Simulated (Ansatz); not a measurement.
# CH5FOSi2: harmonic frequencies at the relaxed geometry, by script

At which frequencies does CH5FOSi2 vibrate? A script is to give harmonic frequencies at the relaxed geometry; the system is CH5FOSi2. SMILES: F[SiH]1OC[SiH2]1.

Computed with Ansatz 0.2.0, driven from Python. Level of theory: CAM-B3LYP/cc-pVDZ.

### 1 The system

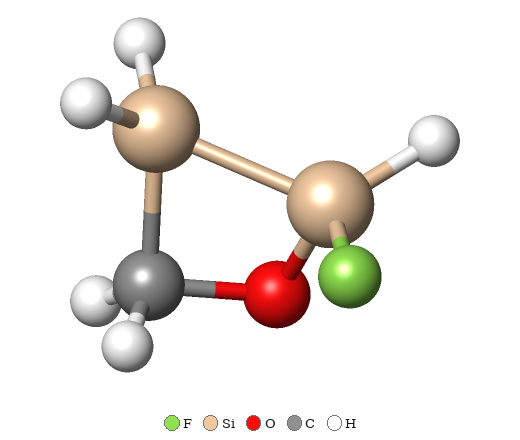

The structure that the script starts from, seen from a chosen angle (fluorine green, silicon light orange, oxygen red, carbon grey, hydrogen white).

No structure file is read: the coordinates are typed or built in the script.

### 2 Script

The input, ch5fosi2_freq.py:

```python
"""Vibrations of CH5FOSi2."""

import ansatz
from ase import Atoms
from ase.thermochemistry import IdealGasThermo
import numpy as np

BASIS_SET = "cc-pVDZ"
FUNCTIONAL = "cam_b3lyp"

geometry_ang = [
    ("F", [-2.3422, -0.4255, -0.1381]),
    ("Si", [-1.1634, 0.1121, 0.738]),
    ("O", [-0.0823, -1.1299, 0.8676]),
    ("C", [0.767, -0.8991, -0.3692]),
    ("Si", [0.5231, 0.9912, -0.3889]),
    ("H", [-1.5639, 0.6736, 2.0604]),
    ("H", [1.7572, -1.2458, -0.2687]),
    ("H", [0.2753, -1.4055, -1.23]),
    ("H", [1.601, 1.7067, 0.4435]),
    ("H", [0.3113, 1.5709, -1.7116]),
]
ch5fosi2 = ansatz.Crystal.molecule()
for symbol, xyz in geometry_ang:
    ch5fosi2 = ch5fosi2.atom(symbol, xyz)

setup = (
    ch5fosi2.calculation()
    .basis(gaussian=BASIS_SET)
    .functional(FUNCTIONAL)
)
symbols = [site.symbol for site in ch5fosi2.cartesian_sites]
start = np.array([site.position_ang for site in ch5fosi2.cartesian_sites], dtype=float)
r = setup.relax(force_tolerance=0.003, max_steps=100).run(threads=1, backend="cpu").report
end = np.array(r["positions_ang"])

print("final positions (A) and the move of each atom")
for symbol, xyz, old in zip(symbols, end, start):
    print(f"{symbol:2s} {xyz[0]:10.5f} {xyz[1]:10.5f} {xyz[2]:10.5f}   {np.linalg.norm(xyz - old):7.4f}")

# frequencies need a stationary point, so they are taken at the relaxed geometry
minimum = ansatz.Crystal.molecule()
for symbol, xyz in zip(symbols, end):
    minimum = minimum.atom(symbol, xyz.tolist())
vibrating = (
    minimum.calculation()
    .basis(gaussian=BASIS_SET)
    .functional(FUNCTIONAL)
    .phonons(temperatures=(200, 600, 100))
)
vib = vibrating.run(threads=1, backend="cpu").report["vibrations"]
sums = vib["harmonic_sums"]
modes = [m["omega_inv_cm"] for m in sums["modes_at_gamma"] if m["rigid_motion"] == "no"]
print("frequencies (1/cm):", " ".join(f"{w:.0f}" for w in modes))
print("imaginary modes:", sum(w < 0 for w in modes), " zero-point energy:", round(sums["zero_point_energy_ev"], 4), "eV")
# rigid rotor and ideal gas, symmetry number taken as one
gas = IdealGasThermo(vib_energies=[w / 8065.544 for w in modes if w > 0], geometry="linear" if len(modes) == 3 * len(symbols) - 5 else "nonlinear",
                     atoms=Atoms(symbols, positions=end), symmetrynumber=1, spin=0.0)
print(f"H(298 K) - E = {gas.get_enthalpy(298.15, verbose=False):.4f} eV")
print(f"S(298 K, 1 bar) = {96485.33 * gas.get_entropy(298.15, 1e5, verbose=False):.1f} J/(mol K) with symmetry number 1")
```

### 3 The input behind the calls

The package turns the script's settings into the engine's input (first run):

```yaml
crystal:
  periodic: [false, false, false]
  atoms:
    - { symbol: F, position_ang: [-2.3422, -0.4255, -0.1381] }
    - { symbol: Si, position_ang: [-1.1634, 0.1121, 0.738] }
    - { symbol: O, position_ang: [-0.0823, -1.1299, 0.8676] }
    - { symbol: C, position_ang: [0.767, -0.8991, -0.3692] }
    - { symbol: Si, position_ang: [0.5231, 0.9912, -0.3889] }
    - { symbol: H, position_ang: [-1.5639, 0.6736, 2.0604] }
    - { symbol: H, position_ang: [1.7572, -1.2458, -0.2687] }
    - { symbol: H, position_ang: [0.2753, -1.4055, -1.23] }
    - { symbol: H, position_ang: [1.601, 1.7067, 0.4435] }
    - { symbol: H, position_ang: [0.3113, 1.5709, -1.7116] }
basis:
  gaussian:
    orbitals: cc-pVDZ
hamiltonian:
  xc: cam_b3lyp
relax:
  f_tol: 0.003
  max_steps: 100
```

### 4 Launch

Started as:

```sh
$ python ch5fosi2_freq.py
```

Standard output:

```text
final positions (A) and the move of each atom
F    -2.64545   -0.00702    0.03837    0.5461
Si   -1.19362    0.11996    0.79930    0.0688
O    -0.25248   -1.26844    0.58371    0.3588
C     0.80952   -0.91650   -0.34352    0.0526
Si    0.54535    0.99802   -0.47338    0.0876
H    -1.53047    0.34957    2.22875    0.3667
H     1.77703   -1.21757    0.08697    0.3573
H     0.67289   -1.45858   -1.29310    0.4061
H     1.59710    1.80301    0.21525    0.2478
H     0.30322    1.54624   -1.83935    0.1304
frequencies (1/cm): 101 160 278 413 445 474 556 653 715 737 824 839 847 914 948 1019 1199 1261 1464 2224 2240 2258 3065 3119
imaginary modes: 0  zero-point energy: 1.6585 eV
H(298 K) - E = 1.8569 eV
S(298 K, 1 bar) = 332.0 J/(mol K) with symmetry number 1
```

It took 9.7 min on 1 thread of AMD EPYC 7R43 (Zen 3), shared host; peak memory 0.4 GiB.

### 5 Inputs of later runs

The engine's inputs for the other runs:

Run 2, against run 1:

```diff
@@ -4,10 +4,10 @@
-    - { symbol: F, position_ang: [-2.3422, -0.4255, -0.1381] }
-    - { symbol: Si, position_ang: [-1.1634, 0.1121, 0.738] }
-    - { symbol: O, position_ang: [-0.0823, -1.1299, 0.8676] }
-    - { symbol: C, position_ang: [0.767, -0.8991, -0.3692] }
-    - { symbol: Si, position_ang: [0.5231, 0.9912, -0.3889] }
-    - { symbol: H, position_ang: [-1.5639, 0.6736, 2.0604] }
-    - { symbol: H, position_ang: [1.7572, -1.2458, -0.2687] }
-    - { symbol: H, position_ang: [0.2753, -1.4055, -1.23] }
-    - { symbol: H, position_ang: [1.601, 1.7067, 0.4435] }
-    - { symbol: H, position_ang: [0.3113, 1.5709, -1.7116] }
+    - { symbol: F, position_ang: [-2.645452748690743, -0.0070224394711627105, 0.038365367555959685] }
+    - { symbol: Si, position_ang: [-1.193619105198006, 0.11996214305713192, 0.7992972452898076] }
+    - { symbol: O, position_ang: [-0.2524802443654862, -1.2684403665146406, 0.5837125145550338] }
+    - { symbol: C, position_ang: [0.8095231431231518, -0.9164960290472509, -0.34352285357545376] }
+    - { symbol: Si, position_ang: [0.5453527922862205, 0.9980237389071674, -0.47337546886689486] }
+    - { symbol: H, position_ang: [-1.5304690044766507, 0.34956792675545784, 2.228753181030175] }
+    - { symbol: H, position_ang: [1.777029945587547, -1.217572196297776, 0.08697376978199585] }
+    - { symbol: H, position_ang: [0.6728940882523848, -1.4585790375957335, -1.293103736736424] }
+    - { symbol: H, position_ang: [1.5970989751949507, 1.8030125503420102, 0.21524584016346587] }
+    - { symbol: H, position_ang: [0.30322215828663057, 1.5462437098647968, -1.839345859197665] }
@@ -19,3 +19,5 @@
-relax:
-  f_tol: 0.003
-  max_steps: 100
+phonons:
+  temperatures:
+    t_min: 200.0
+    t_max: 600.0
+    t_step: 100.0
```

Lines on the test bed's own set-up are left out of the output.

A comment line of the script is reworded here; the code is as run.

### 6 The engine's runs

The 2 runs, in the order started:

| run | kind of run | energy from run 2 (eV) | SCF cycles in all | CPU time (s) |
| --- | --- | --- | --- | --- |
| 1 | relaxation | 0.0000 | 99 | 120 |
| 2 | phonons | 0.0000 | 368 | 460 |

### 7 The relaxation of run 1, step by step

Step by step:

```
step  energy from step 1 (eV)  largest force component (eV/Å)
   1                   0.0000                          2.7111
   2                  -0.4406                          1.4764
   3                  -0.5489                          0.3303
   4                  -0.5331                          0.6642
   5                  -0.5707                          0.1505
   6                  -0.5778                          0.1346
   7                  -0.5820                          0.0707
   8                  -0.5827                          0.0167
   9                  -0.5828                          0.0228
  10                  -0.5829                          0.0116
  11                  -0.5829                          0.0018
```

Step 1 is the start. Step 4 was tried and not accepted.

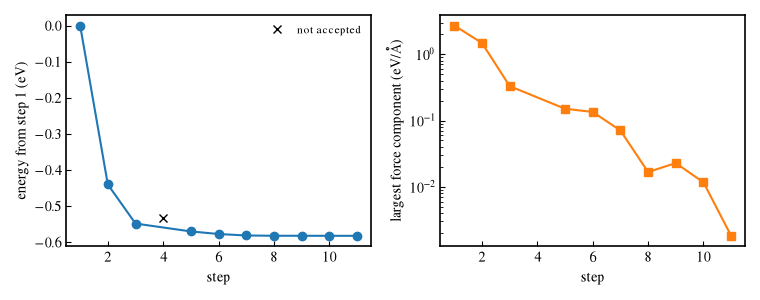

Energy and largest force along the relaxation.

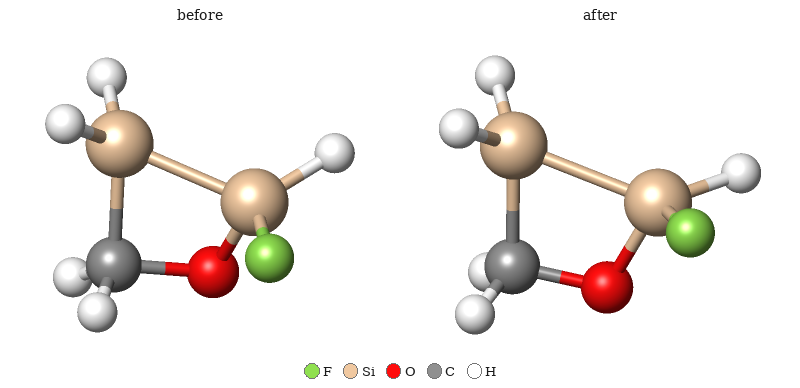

The structure before (left) and after (right) the relaxation, drawn at the same scale.

Before: Bond lengths: F1–Si2 1.564 Å, Si2–O3 1.652 Å, O3–C4 1.518 Å, Si2–Si5 2.211 Å, C4–Si5 1.906 Å, Si2–H6 1.491 Å, C4–H7 1.054 Å, C4–H8 1.113 Å, Si5–H9 1.538 Å, Si5–H10 1.460 Å. Angles (14 of 19 angles, heavy atoms first): F1–Si2–O3 106.2°, F1–Si2–Si5 115.2°, O3–Si2–Si5 80.8°, Si2–O3–C4 100.8°, O3–C4–Si5 95.0°, Si2–Si5–C4 72.4°, F1–Si2–H6 115.1°, O3–Si2–H6 112.9°, Si5–Si2–H6 120.5°, O3–C4–H7 113.4°, O3–C4–H8 108.3°, Si5–C4–H7 116.6°, Si5–C4–H8 112.7°, Si2–Si5–H9 116.3°.

After: Bond lengths: F1–Si2 1.644 Å, Si2–O3 1.691 Å, O3–C4 1.453 Å, Si2–Si5 2.327 Å, C4–Si5 1.937 Å, Si2–H6 1.486 Å, C4–H7 1.101 Å, C4–H8 1.102 Å, Si5–H9 1.493 Å, Si5–H10 1.492 Å. Angles (14 of 19 angles, heavy atoms first): F1–Si2–O3 111.7°, F1–Si2–Si5 115.8°, O3–Si2–Si5 79.9°, Si2–O3–C4 106.8°, O3–C4–Si5 100.5°, Si2–Si5–C4 72.1°, F1–Si2–H6 104.9°, O3–Si2–H6 112.1°, Si5–Si2–H6 129.6°, O3–C4–H7 109.1°, O3–C4–H8 109.9°, Si5–C4–H7 114.6°, Si5–C4–H8 114.3°, Si2–Si5–H9 118.5°.

### 8 Harmonic frequencies

Frequencies (cm⁻¹; negative: imaginary): 101, 160, 278, 413, 445, 474, 556, 653, 715, 737, 824, 839, 847, 914, 948, 1019, 1199, 1261, 1464, 2224, 2240, 2258, 3065, 3119.

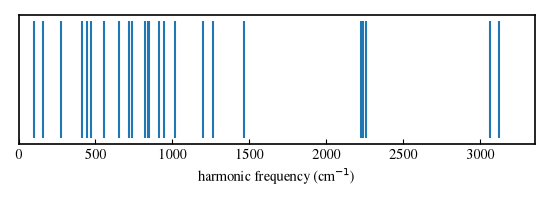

The harmonic frequencies as lines of equal height (no intensities).

### 9 Outcome

```
                             quantity        value
                        runs compared            2
     moves of the relaxation of run 1            9
               energy gained in run 1     0.583 eV
last largest force component of run 1  0.0018 eV/Å
                    highest frequency    3119 cm⁻¹
                      imaginary modes            0
                    zero-point energy     1.658 eV
```

What this shows: Run 1: After 9 moves the largest shift is 0.546 Å, of atom 1 (F). All frequencies are real, so the geometry is a minimum. The values are harmonic; measured fundamentals also hold anharmonic shifts, mostly downward for stretches. The frequencies are harmonic and unscaled, in a modest basis. The result belongs to the one conformer reached from this start, and soft torsions count as harmonic oscillators. The entropy takes a symmetry number of 1; a symmetric molecule's is lower by R ln(sigma).
